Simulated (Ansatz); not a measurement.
# BH₄Br (built from SMILES B.Br): a barrier at many levels of theory

How high is the barrier of this step (B1–Br6 tightened, H2–H5 formed, B1–H2 broken, H5–Br6 broken), and how far do cheaper methods land from CCSD(T)?

Computed with Ansatz 0.2.0, Gaussian basis. Level: single points in def2-TZVPP on PBE0-D4/def2-TZVP structures.

Levels: SPW92, PBE-D4, BLYP-D4, r2SCAN-D4, B97M-V, PBE0-D4, B3LYP-D4, r2SCAN0-D4, BHLYP-D4, CAM-B3LYP-D4, wB97X-V, wB97M-V, B2PLYP, PBE-QIDH, RPA on PBE, Hartree-Fock, MP2, CCSD, CCSD(T). The reference is CCSD(T) at the basis limit, from triple and quadruple zeta. Zero-point energies come from PBE0-D4 vibrations.

Cores are frozen in the correlated methods. Filled d shells of the heavier atoms are correlated. B3LYP uses VWN-RPA correlation. B2PLYP carries no dispersion term here.

23 further runs of the same task are left out: 23 set aside as unsound or not needed.

## 1. The three structures

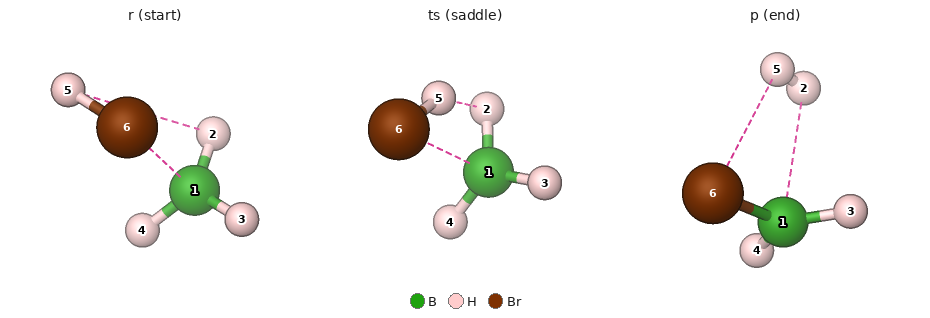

Start, saddle and end (boron green, hydrogen pink, bromine brown); broken lines mark the pairs that change.

Charge 0, multiplicity 1. The folders r, ts and p hold the start, the saddle and the end; their coordinates stand in the first inputs.

| pair | r (Å) | ts (Å) | p (Å) |
| --- | --- | --- | --- |
| B1–Br6 | 2.354 | 2.415 | 1.893 |
| H2–H5 | 3.054 | 1.342 | 0.747 |
| B1–H2 | 1.197 | 1.234 | 2.965 |
| H5–Br6 | 1.425 | 1.527 | 3.618 |

## 2. wB97M-V/def2-TZVPP

r/in.yaml reads:

```yaml
crystal:
  periodic: [false, false, false]
  atoms:
    - {symbol: B, position_ang: [0.330995, 0.146025, -0.695889]}
    - {symbol: H, position_ang: [-0.739399, 0.454108, -1.134428]}
    - {symbol: H, position_ang: [1.171854, 0.996433, -0.606111]}
    - {symbol: H, position_ang: [0.686561, -0.995069, -0.762410]}
    - {symbol: H, position_ang: [-1.234033, -0.799343, 1.606072]}
    - {symbol: Br, position_ang: [-0.216081, 0.197745, 1.592765]}
basis:
  gaussian: {orbitals: def2-TZVPP}
hamiltonian: {xc: {name: wB97M-V}}
```

ts/in.yaml reads:

```yaml
crystal:
  periodic: [false, false, false]
  atoms:
    - {symbol: B, position_ang: [0.265858, 0.079657, -0.499491]}
    - {symbol: H, position_ang: [-0.947941, 0.136842, -0.711635]}
    - {symbol: H, position_ang: [0.814149, 1.132499, -0.455568]}
    - {symbol: H, position_ang: [0.777551, -0.947360, -0.806807]}
    - {symbol: H, position_ang: [-0.875313, -0.087543, 0.609499]}
    - {symbol: Br, position_ang: [-0.034407, -0.314196, 1.864002]}
basis:
  gaussian: {orbitals: def2-TZVPP}
hamiltonian: {xc: {name: wB97M-V}}
```

p/in.yaml reads:

```yaml
crystal:
  periodic: [false, false, false]
  atoms:
    - {symbol: B, position_ang: [0.945885, -0.038370, 0.134816]}
    - {symbol: H, position_ang: [-1.777907, 0.182241, -1.015428]}
    - {symbol: H, position_ang: [1.012977, 1.089855, -0.232243]}
    - {symbol: H, position_ang: [0.979152, -0.981575, -0.587277]}
    - {symbol: H, position_ang: [-1.961399, 0.102735, -0.295686]}
    - {symbol: Br, position_ang: [0.801191, -0.354986, 1.995817]}
basis:
  gaussian: {orbitals: def2-TZVPP}
hamiltonian: {xc: {name: wB97M-V}}
```

No record of the launch command was kept for these runs.

Output in r, shortened:

```text
Functional definition: wB97M-V
  name "wB97M-V"
  cite "Mardirossian & Head-Gordon, J. Chem. Phys. 144, 214110 (2016) doi:10.1063/1.4952647"
  cite "Becke, J. Chem. Phys. 107, 8554 (1997) doi:10.1063/1.475007"
  cite "Vydrov & Van Voorhis, J. Chem. Phys. 133, 244103 (2010) doi:10.1063/1.3521275"
  # Of w^i u^j: cxij and so on, Table III.
[...]
  gx(w, u) = 1 - cx + cx01*u + cx10*w
  gss(w, u) = css00 + css04*u^4 + css10*w + css20*w^2 + css43*w^4*u^3
  gos(w, u) = cos00 + cos10*w + (cos20 + cos21*u)*w^2 + (cos60 + cos61*u)*w^6
[...]
      + integral(e_c_pw_mod_opposite_spin*gos(b97_w_opposite, b97_u_opposite)) + vv10(b, c)
813 factors; their error is unknown
181 factors; integrals over basis functions are off by at most 2.2e-5 eV
[...]
mean field -70782.26895217 eV, -2601.2004060471 hartree, gradient 2.8e-5 eV, S^2 0.000000; 0 other end points of the search recorded, 0 dependent functions left out
reference -70782.26899683 eV, -2601.2004076884 hartree; 22, 22 occupied and 113, 113 virtual orbitals, 813 factors
Total energy: -70782.26899683 eV, -2601.2004076884 hartree
```

Log of ts, shortened:

```text
[... 5 set-up lines as earlier in the session ...]
  # Of w^i u^j: cxij and so on, Table III.
[...]
  gx(w, u) = 1 - cx + cx01*u + cx10*w
  gss(w, u) = css00 + css04*u^4 + css10*w + css20*w^2 + css43*w^4*u^3
  gos(w, u) = cos00 + cos10*w + (cos20 + cos21*u)*w^2 + (cos60 + cos61*u)*w^6
[...]
      + integral(e_c_pw_mod_opposite_spin*gos(b97_w_opposite, b97_u_opposite)) + vv10(b, c)
813 factors; their error is unknown
180 factors; integrals over basis functions are off by at most 5.5e-5 eV
[...]
mean field -70781.94423999 eV, -2601.1884730945 hartree, gradient 2.1e-5 eV, S^2 0.000000; 0 other end points of the search recorded, 0 dependent functions left out
reference -70781.94428274 eV, -2601.1884746658 hartree; 22, 22 occupied and 113, 113 virtual orbitals, 813 factors
Total energy: -70781.94428274 eV, -2601.1884746658 hartree
```

Log of p, shortened:

```text
[... 5 set-up lines as earlier in the session ...]
  # Of w^i u^j: cxij and so on, Table III.
[...]
  gx(w, u) = 1 - cx + cx01*u + cx10*w
  gss(w, u) = css00 + css04*u^4 + css10*w + css20*w^2 + css43*w^4*u^3
  gos(w, u) = cos00 + cos10*w + (cos20 + cos21*u)*w^2 + (cos60 + cos61*u)*w^6
[...]
      + integral(e_c_pw_mod_opposite_spin*gos(b97_w_opposite, b97_u_opposite)) + vv10(b, c)
813 factors; their error is unknown
181 factors; integrals over basis functions are off by at most 5.9e-5 eV
[...]
mean field -70782.83204613 eV, -2601.2210993684 hartree, gradient 1.9e-5 eV, S^2 0.000000; 0 other end points of the search recorded, 0 dependent functions left out
reference -70782.83209021 eV, -2601.2211009883 hartree; 22, 22 occupied and 113, 113 virtual orbitals, 813 factors
Total energy: -70782.83209021 eV, -2601.2211009883 hartree
```

They took 4.6 s (r), 4.4 s (ts), 4.3 s (p) on 2 threads, shared host; peak memory 0.28 GiB.

This gives 31.3 kJ/mol for the barrier and -54.3 kJ/mol for the step.

## 3. CCSD(T)/def2-TZVPP

The same edit goes into each in.yaml of step 2 (r, ts, p):

```diff
-hamiltonian: {xc: {name: wB97M-V}}
+correlation: {method: ccsd_t}
```

r printed, shortened:

```text
Functional definition: HF
  name "HF"
  cite "Fock, Z. Phys. 61, 126 (1930) doi:10.1007/BF01340294"
  parent pbe
[...]
811 factors; integrals over basis functions are off by at most 1.3e-3 eV
[...]
mean field -70733.07044430 eV, -2599.3923942308 hartree, gradient 1.1e-6 eV, S^2 0.000000; 0 other end points of the search recorded, 0 dependent functions left out
10 core orbitals not correlated: weight in the atoms' cores, before any rotation towards them, 1.000 or more for the frozen orbitals, at most 0.000 for the correlated occupied ones
reference -70733.07044430 eV, -2599.3923942308 hartree; 12, 12 occupied and 113, 113 virtual orbitals, 811 factors
second order -11.39765617 eV of doubles, -0.00000000 eV of singles
cycle   1  -11.84134950 eV  change   -4.4e-1 eV  update   6.4e-2
[...]
cycle   8  -12.17686420 eV  change   -2.7e-5 eV  update   2.0e-5
perturbative correction -0.37016208 eV, -0.0136032054 hartree
Total energy: -70745.61747057 eV, -2599.8534889416 hartree
```

ts printed, shortened:

```text
[... 4 set-up lines as earlier in the session ...]
[...]
816 factors; integrals over basis functions are off by at most 1.0e-3 eV
[...]
mean field -70732.48491688 eV, -2599.3708764952 hartree, gradient 2.7e-6 eV, S^2 0.000000; 0 other end points of the search recorded, 0 dependent functions left out
10 core orbitals not correlated: weight in the atoms' cores, before any rotation towards them, 1.000 or more for the frozen orbitals, at most 0.000 for the correlated occupied ones
reference -70732.48491688 eV, -2599.3708764952 hartree; 12, 12 occupied and 113, 113 virtual orbitals, 816 factors
second order -11.65442359 eV of doubles, -0.00000000 eV of singles
cycle   1  -12.01565619 eV  change   -3.6e-1 eV  update   6.9e-2
[...]
cycle   9  -12.35714375 eV  change    5.8e-6 eV  update   1.7e-5
perturbative correction -0.41812065 eV, -0.0153656506 hartree
Total energy: -70745.26018129 eV, -2599.8403588027 hartree
```

p printed, shortened:

```text
[... 4 set-up lines as earlier in the session ...]
[...]
812 factors; integrals over basis functions are off by at most 1.3e-3 eV
[...]
mean field -70733.85478223 eV, -2599.4212181180 hartree, gradient 2.6e-6 eV, S^2 0.000000; 0 other end points of the search recorded, 0 dependent functions left out
10 core orbitals not correlated: weight in the atoms' cores, before any rotation towards them, 1.000 or more for the frozen orbitals, at most 0.000 for the correlated occupied ones
reference -70733.85478223 eV, -2599.4212181180 hartree; 12, 12 occupied and 113, 113 virtual orbitals, 812 factors
second order -11.25085437 eV of doubles, -0.00000000 eV of singles
cycle   1  -11.62704770 eV  change   -3.8e-1 eV  update   7.1e-2
[...]
cycle   9  -11.98883215 eV  change    5.5e-6 eV  update   7.8e-6
perturbative correction -0.36834637 eV, -0.0135364794 hartree
Total energy: -70746.21196075 eV, -2599.8753360527 hartree
```

Wall times: 12 s (r), 6 s (ts), 12 s (p) on 2 threads, shared host; peak memory 0.72 GiB.

Barrier 34.5 kJ/mol; end less start -57.4 kJ/mol.

## 4. MP2/def2-QZVPP

Each input of step 3 (r, ts, p) changes in the same lines:

```diff
-  gaussian: {orbitals: def2-TZVPP}
-correlation: {method: ccsd_t}
+  gaussian: {orbitals: "def2-QZVPP.json"}
+correlation: {method: mp2}
```

The basis file named in the input lies beside it (Basis Set Exchange, JSON).

Output in r:

```text
[... 4 set-up lines as earlier in the session ...]
  exchange = exact_x
  correlation = 0
1630 factors; integrals over basis functions are off by at most 7.7e-4 eV
mean field evaluation 1: about -70733.0838 eV, gradient 1.8e1 eV
mean field evaluation 2: about -70733.1342 eV, gradient 1.8e1 eV
mean field evaluation 4: about -70734.4452 eV, gradient 2.6e0 eV
mean field evaluation 8: about -70734.4653 eV, gradient 1.8e-1 eV
mean field -70734.46545340 eV, -2599.4436598696 hartree, gradient 8.3e-6 eV, S^2 0.000000; 0 other end points of the search recorded, 0 dependent functions left out
10 core orbitals not correlated: weight in the atoms' cores, before any rotation towards them, 1.000 or more for the frozen orbitals, at most 0.000 for the correlated occupied ones
reference -70734.46545340 eV, -2599.4436598696 hartree; 12, 12 occupied and 244, 244 virtual orbitals, 1630 factors
second order -20.25097988 eV of doubles, -0.00000000 eV of singles
Total energy: -70754.71643327 eV, -2600.1878696535 hartree
```

Log of ts:

```text
[... 6 set-up lines as earlier in the session ...]
1632 factors; integrals over basis functions are off by at most 9.7e-4 eV
mean field evaluation 1: about -70732.9907 eV, gradient 1.4e1 eV
mean field evaluation 2: about -70733.0375 eV, gradient 1.4e1 eV
mean field evaluation 4: about -70733.8662 eV, gradient 1.9e0 eV
mean field evaluation 8: about -70733.8770 eV, gradient 1.8e-1 eV
mean field evaluation 16: about -70733.8773 eV, gradient 3.3e-6 eV
mean field -70733.87733158 eV, -2599.4220467915 hartree, gradient 3.3e-6 eV, S^2 0.000000; 0 other end points of the search recorded, 0 dependent functions left out
10 core orbitals not correlated: weight in the atoms' cores, before any rotation towards them, 1.000 or more for the frozen orbitals, at most 0.000 for the correlated occupied ones
reference -70733.87733158 eV, -2599.4220467915 hartree; 12, 12 occupied and 244, 244 virtual orbitals, 1632 factors
second order -20.52328649 eV of doubles, -0.00000000 eV of singles
Total energy: -70754.40061807 eV, -2600.1762636589 hartree
```

p printed:

```text
[... 6 set-up lines as earlier in the session ...]
1626 factors; integrals over basis functions are off by at most 1.1e-3 eV
mean field evaluation 1: about -70734.4955 eV, gradient 1.2e1 eV
mean field evaluation 2: about -70734.5432 eV, gradient 1.2e1 eV
mean field evaluation 4: about -70735.2409 eV, gradient 2.1e0 eV
mean field evaluation 8: about -70735.2477 eV, gradient 1.1e-1 eV
mean field -70735.24784591 eV, -2599.4724122643 hartree, gradient 1.5e-6 eV, S^2 0.000000; 0 other end points of the search recorded, 0 dependent functions left out
10 core orbitals not correlated: weight in the atoms' cores, before any rotation towards them, 1.000 or more for the frozen orbitals, at most 0.000 for the correlated occupied ones
reference -70735.24784591 eV, -2599.4724122643 hartree; 12, 12 occupied and 244, 244 virtual orbitals, 1626 factors
second order -20.12196209 eV of doubles, -0.00000000 eV of singles
Total energy: -70755.36980800 eV, -2600.2118807319 hartree
```

Times: 7 s (r), 7.5 s (ts), 6 s (p) on 2 threads, shared host; peak memory 0.77 GiB.

Barrier 30.5 kJ/mol; end less start -63.0 kJ/mol.

[end of part 1 of 2]
